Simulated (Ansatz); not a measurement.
## Geometry relaxation, with input and output: BPNH7O (part 2 of 2)

BPNH7O; RKS B3LYP-D4/def2-SVP (Ansatz 0.2.0). It belongs to a series of runs on one base structure; here: end point B relaxed.

Geometry of the input (Å):
```
B  -0.2612  0.5578  -0.3249
N  -0.1648  -0.1151  2.3367
H  -0.7919  -0.4432  3.0744
H  0.7867  -0.2411  2.6878
H  0.8393  0.0588  -0.4261
O  -1.3748  -0.0718  -0.7705
H  -1.2063  -0.9818  -1.0461
P  -0.4130  2.4274  0.0919
H  -1.6091  2.4182  0.8686
H  0.4905  2.4935  1.1912
H  -0.3076  0.9089  2.2371
```

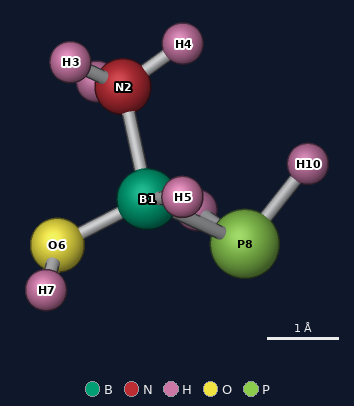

Fig. 1: The geometry at step 15 of the log (ball-and-stick view, seen at a tilt; atoms are numbered from 1 in the order of the input).

## Trajectory as extended XYZ, continued
```
11
Properties=species:S:1:pos:R:3:forces:R:3 step=7 energy=-13612.34746
B    -0.2454    0.4850    0.0689    0.4669   0.1744   0.7033
N    -0.1819    0.0871    1.9977   -0.3759  -0.1942   0.3492
H    -0.8343   -0.6917    2.1940    0.2236   0.3552  -0.1630
H     0.7410   -0.2305    2.3019    0.0906   0.0163  -0.0944
H     0.8635    0.0371   -0.1730    0.0250  -0.0037  -0.1307
O    -1.3705   -0.1851   -0.3711   -0.4011  -0.3718  -0.1611
H    -1.1800   -1.0966   -0.6277   -0.0216   0.1457  -0.0377
P    -0.3789    2.4533    0.0024    0.0002  -0.0399  -0.1890
H    -1.5350    2.5779    0.8353   -0.0220   0.0550   0.0725
H     0.5532    2.7221    1.0533    0.0018   0.0425   0.0575
H    -0.4438    0.8529    2.6384    0.0125  -0.1795  -0.4065
11
Properties=species:S:1:pos:R:3:forces:R:3 step=8 energy=-13612.44541
B    -0.2319    0.4309    0.2555    0.4471   0.3144  -0.3200
N    -0.1885    0.1023    1.8991   -0.1492  -0.3279   0.7660
H    -0.8370   -0.6814    2.0618    0.1004   0.1347  -0.0613
H     0.7364   -0.1980    2.2169    0.0571   0.0342  -0.0446
H     0.8728    0.0222   -0.1265   -0.1557   0.0395   0.0156
O    -1.3782   -0.2270   -0.2502   -0.2729  -0.6610  -0.2097
H    -1.1717   -1.0999   -0.6246   -0.0589   0.4781   0.1014
P    -0.3701    2.4152    0.0272    0.0545  -0.0823  -0.0119
H    -1.5156    2.6180    0.8703   -0.0051   0.0036   0.0267
H     0.5566    2.7662    1.0673    0.0080   0.0581   0.0078
H    -0.4848    0.8630    2.5232   -0.0252   0.0085  -0.2701
11
Properties=species:S:1:pos:R:3:forces:R:3 step=9 energy=-13612.34029 accepted=F
B    -0.1595    0.4329    0.2509   -2.1398  -0.7639  -0.1174
N    -0.1661    0.0559    1.9812    0.3710   0.2682  -0.7206
H    -0.7284   -0.7879    2.0972   -0.0775  -0.0906  -0.0672
H     0.7622   -0.0954    2.3815    0.0079   0.0272   0.0211
H     0.8764    0.0046   -0.2273    0.0185  -0.2049   0.2176
O    -1.4584   -0.2422   -0.1588    1.8016   0.7918   0.4652
H    -1.2664   -0.9775   -0.7511    0.0212   0.0197  -0.0141
P    -0.3237    2.4006   -0.0063    0.0047  -0.1320   0.3186
H    -1.4897    2.5802    0.8162    0.0178   0.0143  -0.0568
H     0.5606    2.8236    1.0482    0.0335   0.0160  -0.0784
H    -0.6191    0.8166    2.4883   -0.0588   0.0543   0.0321
11
Properties=species:S:1:pos:R:3:forces:R:3 step=10 energy=-13612.48202
B    -0.2297    0.4228    0.2444   -0.1126  -0.1064   0.0415
N    -0.1819    0.0879    1.9302    0.0310  -0.0042   0.1708
H    -0.7942   -0.7189    2.0876    0.0170  -0.0007  -0.0160
H     0.7559   -0.1435    2.2728   -0.0709   0.0525  -0.0563
H     0.8520   -0.0061   -0.1448   -0.0091  -0.0044  -0.0351
O    -1.4047   -0.2508   -0.2221    0.0343   0.5341   0.3642
H    -1.1826   -1.0425   -0.7027    0.1181  -0.4202  -0.3179
P    -0.3576    2.4002    0.0298   -0.0093   0.0337  -0.0396
H    -1.5012    2.6078    0.8746    0.0045   0.0016   0.0094
H     0.5721    2.7901    1.0549   -0.0023  -0.0328  -0.0112
H    -0.5402    0.8648    2.4953   -0.0007  -0.0532  -0.1098
11
Properties=species:S:1:pos:R:3:forces:R:3 step=11 energy=-13612.49635
B    -0.2336    0.4081    0.2528   -0.1364  -0.0535   0.0414
N    -0.1837    0.0917    1.9360    0.0535  -0.0178   0.1192
H    -0.7276   -0.7621    2.1053    0.0541   0.0445  -0.0268
H     0.7678   -0.0467    2.2945   -0.1404   0.0599  -0.0637
H     0.8391   -0.0273   -0.1534   -0.0001  -0.0233   0.0049
O    -1.4194   -0.2542   -0.1995    0.1014   0.1523   0.1408
H    -1.2030   -1.0044   -0.7570    0.0094  -0.1088  -0.1059
P    -0.3443    2.3871    0.0315    0.0342   0.0466  -0.0079
H    -1.4810    2.6069    0.8823   -0.0093  -0.0018   0.0100
H     0.5919    2.7601    1.0572    0.0055   0.0033  -0.0219
H    -0.6182    0.8523    2.4704    0.0280  -0.1015  -0.0902
11
Properties=species:S:1:pos:R:3:forces:R:3 step=12 energy=-13612.50457
B    -0.2452    0.3911    0.2728   -0.0056  -0.0583   0.0234
N    -0.1890    0.0900    1.9395    0.0369  -0.0757   0.1661
H    -0.6148   -0.8344    2.1150    0.1502   0.2952  -0.0382
H     0.7703    0.0991    2.3144   -0.3243   0.0369  -0.0978
H     0.8176   -0.0627   -0.1417    0.0076  -0.0138  -0.0090
O    -1.4417   -0.2661   -0.1580    0.2228  -0.4866  -0.5057
H    -1.2359   -0.9495   -0.8250   -0.1922   0.5245   0.5103
P    -0.3185    2.3771    0.0317   -0.0045  -0.0171   0.0216
H    -1.4468    2.6140    0.8905    0.0027   0.0237   0.0045
H     0.6319    2.7502    1.0447    0.0004  -0.0064  -0.0176
H    -0.7400    0.8028    2.4363    0.1059  -0.2223  -0.0575
11
Properties=species:S:1:pos:R:3:forces:R:3 step=13 energy=-13612.53136
B    -0.2424    0.3724    0.2769   -0.0517  -0.0499   0.0528
N    -0.2012    0.0946    1.9312   -0.0120  -0.0600   0.1646
H    -0.4457   -0.8843    2.1263    0.0525   0.0643  -0.0414
H     0.7214    0.2923    2.3315   -0.1184   0.0203  -0.0215
H     0.8134   -0.1078   -0.1322   -0.0197   0.0164   0.0055
O    -1.4539   -0.2563   -0.1468   -0.0423   0.0011   0.0225
H    -1.3047   -0.8932   -0.8504    0.0352  -0.0120  -0.0190
P    -0.2897    2.3547    0.0359    0.0132   0.1586   0.0655
H    -1.4070    2.6220    0.9106    0.1117  -0.0256  -0.0575
H     0.6894    2.7311    1.0270   -0.0759  -0.0367  -0.0682
H    -0.8918    0.6863    2.4100    0.1076  -0.0765  -0.1033
11
Properties=species:S:1:pos:R:3:forces:R:3 step=14 energy=-13612.53220
B    -0.2379    0.3618    0.2920   -0.0324   0.0025   0.0404
N    -0.2035    0.0887    1.9330    0.0055  -0.0914   0.0983
H    -0.4087   -0.8992    2.1181    0.0306  -0.0133  -0.0290
H     0.6949    0.3256    2.3566    0.0413   0.0567   0.0143
H     0.8218   -0.1081   -0.1248   -0.0463   0.0316   0.0212
O    -1.4451   -0.2932   -0.1057   -0.1572   0.3280   0.4777
H    -1.3243   -0.8341   -0.8762    0.1043  -0.3679  -0.5510
P    -0.2972    2.3478    0.0258    0.0669   0.0910   0.0208
H    -1.3875    2.6443    0.9186    0.0427  -0.0453  -0.0162
H     0.7040    2.7352    0.9862   -0.0369  -0.0211  -0.0501
H    -0.9285    0.6429    2.3967   -0.0185   0.0292  -0.0264
11
Properties=species:S:1:pos:R:3:forces:R:3 step=15 energy=-13612.51428 accepted=F
B    -0.2651    0.3590    0.3080    0.1643  -0.0599  -0.1499
N    -0.2169    0.0857    1.9465    0.0117  -0.1254   0.6110
H    -0.2481   -0.9440    2.1306    0.0237   0.8360  -0.0788
H     0.6380    0.4927    2.3861   -0.7538  -0.3481  -0.3336
H     0.7920   -0.1116   -0.1085    0.0218  -0.0546   0.0189
O    -1.4719   -0.2915   -0.1040   -0.0480  -0.0432  -0.0017
H    -1.3596   -0.7919   -0.9200    0.0424   0.0962   0.1233
P    -0.2654    2.3435    0.0091   -0.1241  -0.0213   0.1800
H    -1.3263    2.6359    0.9392    0.0432   0.0927  -0.0504
H     0.7674    2.7147    0.9418   -0.0326  -0.0342  -0.0351
H    -1.0561    0.5191    2.3913    0.6514  -0.3383  -0.2837
11
Properties=species:S:1:pos:R:3:forces:R:3 step=16 energy=-13612.54421
B    -0.2465    0.3503    0.3062    0.0018  -0.0184   0.0176
N    -0.2091    0.0858    1.9445    0.0019  -0.0105   0.0542
H    -0.3364   -0.9153    2.1330    0.0258   0.0346  -0.0079
H     0.6654    0.4021    2.3714   -0.0499  -0.0007  -0.0252
H     0.8156   -0.1153   -0.1065   -0.0071   0.0100   0.0103
O    -1.4493   -0.3211   -0.0862   -0.0235  -0.0400  -0.0403
H    -1.3465   -0.7679   -0.9322    0.0015   0.0273   0.0323
P    -0.2949    2.3354    0.0167    0.0216   0.0437   0.0229
H    -1.3599    2.6452    0.9325    0.0133  -0.0084  -0.0040
H     0.7310    2.7235    0.9473   -0.0101  -0.0132  -0.0269
H    -0.9815    0.5889    2.3933    0.0249  -0.0244  -0.0330
11
Properties=species:S:1:pos:R:3:forces:R:3 step=17 energy=-13612.54660
B    -0.2616    0.3410    0.3243    0.0273   0.0595  -0.1552
N    -0.2232    0.0835    1.9433   -0.0784  -0.0106   0.1033
H    -0.2598   -0.9235    2.1330    0.0039  -0.0071   0.0259
H     0.6091    0.4825    2.3818   -0.0009   0.0071  -0.0175
H     0.8088   -0.1099   -0.0735    0.0620  -0.0123  -0.0697
O    -1.4512   -0.3497   -0.0827    0.0300  -0.0318   0.0051
H    -1.3455   -0.7321   -0.9600   -0.0274   0.0318   0.0533
P    -0.3135    2.3296    0.0155    0.0077  -0.0233   0.0291
H    -1.3086    2.6665    0.9986    0.0071  -0.0012  -0.0096
H     0.7799    2.7077    0.8679   -0.0078  -0.0014  -0.0024
H    -1.0465    0.5159    2.3719   -0.0235  -0.0107   0.0376
11
Properties=species:S:1:pos:R:3:forces:R:3 step=18 energy=-13612.54830
B    -0.2550    0.3341    0.3217   -0.0353   0.0578  -0.0339
N    -0.2265    0.0832    1.9503    0.0099  -0.0269   0.0979
H    -0.2255   -0.9267    2.1450   -0.0010   0.1260   0.0124
H     0.5881    0.5188    2.3941   -0.1038  -0.0623  -0.0521
H     0.8144   -0.1130   -0.0892    0.0286  -0.0168   0.0154
O    -1.4478   -0.3623   -0.0676    0.0713  -0.1239  -0.3286
H    -1.3694   -0.6971   -0.9734   -0.0608   0.1247   0.3339
P    -0.3056    2.3226    0.0119   -0.0039  -0.0033   0.0338
H    -1.3009    2.6642    0.9937    0.0140  -0.0049  -0.0154
H     0.7888    2.7010    0.8638   -0.0138  -0.0094  -0.0140
H    -1.0728    0.4868    2.3699    0.0947  -0.0609  -0.0494
11
Properties=species:S:1:pos:R:3:forces:R:3 step=19 energy=-13612.54787 accepted=F
B    -0.2268    0.3196    0.3433   -0.2308  -0.1034  -0.1336
N    -0.2258    0.0718    1.9655    0.0190  -0.0036  -0.0625
H    -0.2200   -0.9383    2.1418    0.0042   0.0089   0.0477
H     0.5809    0.5037    2.4196    0.0017  -0.0109   0.0030
H     0.8568   -0.1125   -0.0346    0.1535   0.0258  -0.0125
O    -1.3902   -0.4401   -0.0464    0.0300   0.1309   0.0422
H    -1.4603   -0.5476   -1.0018    0.0765   0.0549   0.1041
P    -0.3186    2.3008   -0.0168   -0.0192  -0.0543   0.0187
H    -1.3057    2.6680    0.9611   -0.0226  -0.0254   0.0006
H     0.7751    2.7252    0.8095    0.0246  -0.0286  -0.0094
H    -1.0774    0.4611    2.3789   -0.0369   0.0058   0.0016
11
Properties=species:S:1:pos:R:3:forces:R:3 step=20 energy=-13612.55214
B    -0.2447    0.3241    0.3249    0.0429   0.0555   0.0693
N    -0.2272    0.0789    1.9538   -0.0017   0.0094   0.0125
H    -0.2068   -0.9260    2.1573    0.0001  -0.0041  -0.0035
H     0.5704    0.5311    2.4045    0.0019   0.0065  -0.0065
H     0.8363   -0.1124   -0.0664    0.0374  -0.0135  -0.0229
O    -1.4241   -0.3943   -0.0536   -0.0589  -0.0383  -0.0536
H    -1.4123   -0.6211   -0.9887   -0.0120   0.0071   0.0096
P    -0.3127    2.3105    0.0014   -0.0015  -0.0086   0.0087
H    -1.2962    2.6570    0.9916   -0.0039  -0.0042  -0.0032
H     0.7903    2.7001    0.8347   -0.0010  -0.0093  -0.0097
H    -1.0851    0.4636    2.3606   -0.0033  -0.0005  -0.0008
11
Properties=species:S:1:pos:R:3:forces:R:3 step=21 energy=-13612.55292
B    -0.2379    0.3175    0.3331    0.0164   0.0145  -0.0114
N    -0.2270    0.0777    1.9578   -0.0017  -0.0065   0.0035
H    -0.1999   -0.9270    2.1615    0.0033  -0.0068   0.0071
H     0.5666    0.5363    2.4084    0.0063   0.0033   0.0046
H     0.8486   -0.1133   -0.0565    0.0103  -0.0063   0.0081
O    -1.4136   -0.4115   -0.0480   -0.0040   0.0026   0.0026
H    -1.4331   -0.5702   -0.9966   -0.0141  -0.0053  -0.0155
P    -0.3151    2.2991   -0.0049   -0.0152  -0.0049  -0.0162
H    -1.2990    2.6480    0.9829   -0.0106   0.0052   0.0095
H     0.7876    2.6984    0.8216    0.0161   0.0006   0.0064
H    -1.0893    0.4565    2.3606   -0.0067   0.0036   0.0012
11
Properties=species:S:1:pos:R:3:forces:R:3 step=22 energy=-13612.55272 accepted=F
B    -0.2318    0.3133    0.3360   -0.0187  -0.0126  -0.0107
N    -0.2279    0.0763    1.9602   -0.0033  -0.0053   0.0133
H    -0.1917   -0.9279    2.1658    0.0028   0.0046   0.0047
H     0.5595    0.5435    2.4133   -0.0011  -0.0036   0.0041
H     0.8606   -0.1149   -0.0437   -0.0123   0.0133   0.0007
O    -1.4042   -0.4238   -0.0456    0.0123  -0.0163  -0.2095
H    -1.4500   -0.5358   -1.0044    0.0013   0.0206   0.2040
P    -0.3229    2.2927   -0.0087    0.0136  -0.0046  -0.0202
H    -1.2976    2.6457    0.9873   -0.0007  -0.0060   0.0097
H     0.7903    2.6952    0.8024    0.0027   0.0107   0.0049
H    -1.0964    0.4473    2.3575    0.0034  -0.0009  -0.0010
11
Properties=species:S:1:pos:R:3:forces:R:3 step=23 energy=-13612.55313
B    -0.2351    0.3160    0.3333   -0.0122  -0.0034  -0.0008
N    -0.2284    0.0769    1.9595   -0.0045  -0.0032   0.0005
H    -0.1930   -0.9275    2.1652    0.0008   0.0104   0.0010
H     0.5600    0.5432    2.4125   -0.0069  -0.0054  -0.0037
H     0.8548   -0.1140   -0.0498   -0.0075   0.0028   0.0012
O    -1.4104   -0.4152   -0.0494    0.0246   0.0041   0.0077
H    -1.4405   -0.5558   -1.0009   -0.0078  -0.0013  -0.0038
P    -0.3205    2.2968   -0.0069    0.0069  -0.0052   0.0016
H    -1.2956    2.6454    0.9909    0.0037   0.0002   0.0009
H     0.7923    2.6967    0.8071   -0.0043   0.0044  -0.0003
H    -1.0957    0.4490    2.3586    0.0070  -0.0034  -0.0042
```

## Summary

| quantity | value |
| --- | --- |
| outcome | converged |
| total energy | −13612.5534 eV |
| mean-field energy | −13612.2227 eV |
| largest force (length of the vector) at the end | 0.026 eV/Å |
| wall time | 56 s (CPU time 1.8 min) |
| peak memory | 0.19 GiB |
